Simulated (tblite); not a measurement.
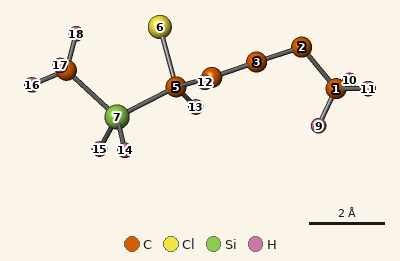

This is the input geometry for a relaxation of C₆H₁₀ClSi (multiplicity 2). A ball-and-stick model, seen face on.

Level of theory: GFN2-xTB geometry optimisation, gas phase in tblite 0.8.0.

```xyz
18

C     3.8767   -0.0124   -0.3248
C     2.9205    0.6900    0.5965
C     1.6892    0.2247    0.5590
C     0.4661   -0.2271    0.4815
C    -0.3823    0.2529   -0.5999
Cl   -0.7499    1.9632   -0.2271
Si   -2.0041   -0.6292   -0.7586
C    -3.3806    0.2707    0.1297
H     3.4074   -0.8010   -0.9225
H     4.3356    0.7484   -0.9940
H     4.6649   -0.4631    0.2922
H     0.1827   -0.9494    1.2456
H     0.2168    0.2631   -1.5265
H    -1.9072   -2.0444   -0.3307
H    -2.3680   -0.6461   -2.1814
H    -4.2536    0.3015   -0.5692
H    -3.6466   -0.2555    1.0680
H    -3.0763    1.3200    0.3469
```

> Where does the relaxation end?

After 159 geometry steps the energy has fallen by 167.6 kJ/mol. H12 moves most after the best rigid fit: 1.88 Å. By element the largest moves are H 1.88 Å, Cl 1.17 Å, C 0.99 Å, Si 0.36 Å. Some distances before and after: C2–C3 1.317 → 1.218 Å, C5–Si7 1.853 → 1.935 Å, C1–C2 1.502 → 1.442 Å, C3–C4 1.306 → 1.365 Å. Among the angles between lasting bonds that change: C1–C2–C3 114.4° → 179.1°, C5–C4–H12 126.0° → 118.5°, C8–Si7–H15 106.5° → 112.1°. Groups turn about C4–C5 by about 55°, C5–Si7 by about 40°, Si7–C8 by about 35°.

Final geometry:

```xyz
18

C     4.0505   -0.5266    0.0134
C     2.6708   -0.1114    0.0765
C     1.5114    0.2551    0.1387
C     0.2082    0.6589    0.1899
C    -0.6094    0.8010   -1.0049
Cl   -1.3914    2.4557   -1.0694
Si   -2.0915   -0.4425   -1.0549
C    -3.0843   -0.2543    0.5469
H     4.1701   -1.3203   -0.7258
H     4.6851    0.3134   -0.2770
H     4.3810   -0.8931    0.9858
H    -0.2364    0.8831    1.1472
H    -0.0071    0.7302   -1.9099
H    -1.5023   -1.7822   -1.1671
H    -2.8860   -0.1079   -2.2380
H    -3.9977   -0.8396    0.5051
H    -2.5166   -0.5949    1.4090
H    -3.3631    0.7817    0.7191
```

The end point in the same view:

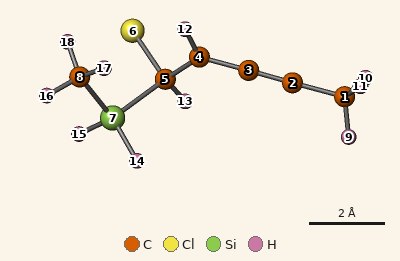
